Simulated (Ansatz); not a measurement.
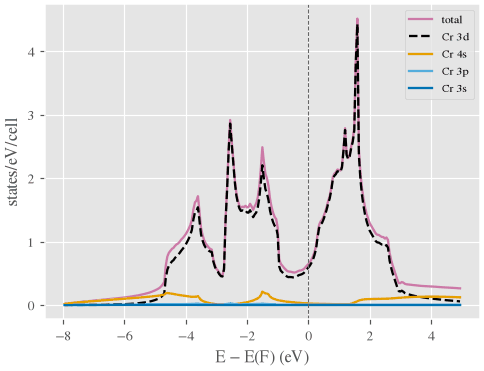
Figure. Total and projected density of states of Cr (bcc (W type), Im-3m), PBEsol (plane waves, PAW; program Ansatz)

Question: Which orbitals carry the states next to the Fermi level?

Answer: Within 0.5 eV of the Fermi level: Cr 3d 93 %. Projections are on Löwdin-orthogonalised atomic valence shells; empty p or d shells of many metals are not among them.

Question: Where is the tallest occupied peak in this window, and what makes it?

Answer: Near -2.6 eV, about 2.9 states/eV per cell; the largest projected share is Cr 3d.

Symmetry was held in the PBEsol relaxation. The workflow began spin-polarised and lost its moments. Textbook magnetic order: a spin-density-wave antiferromagnet.

Potentials: the later of the program's two PAW sets.
